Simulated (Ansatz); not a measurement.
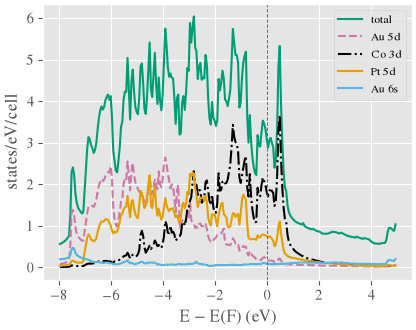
Figure: Total and projected density of states of CoPtAu in space group P3m1 (No. 156; Co on 1a, Pt on 1b, Au on 1c), plane-wave PAW PBEsol (Ansatz code)

Which orbitals carry the states next to the Fermi level?

Within 0.5 eV of the Fermi level: Co 3d 61 %, Pt 5d 23 %, Au 5d 6 %. Projections are on Löwdin-orthogonalised atomic valence shells; empty p or d shells of many metals are not among them.

Where is the tallest occupied peak in this window, and what makes it?

Near -2.8 eV, about 6.0 states/eV per cell; the largest projected share is Co 3d.

The start of the workflow was typed in or built on a structure type; neither database checked (COD, Materials Project) lists it. Its standing as an ambient phase is unchecked. Symmetry was held in the PBEsol relaxation; whether a distortion lowers the energy is not shown. The final state is ferromagnetic, the only order run, not a proven ground state. Scalar-relativistic: spin–orbit coupling is off unless named, which matters more the heavier the elements.

Potentials: the earlier of the program's two PAW sets. The files were generated under PBE; for other functionals the program regenerates the frozen cores, and for LDA and PBEsol the local potential too.
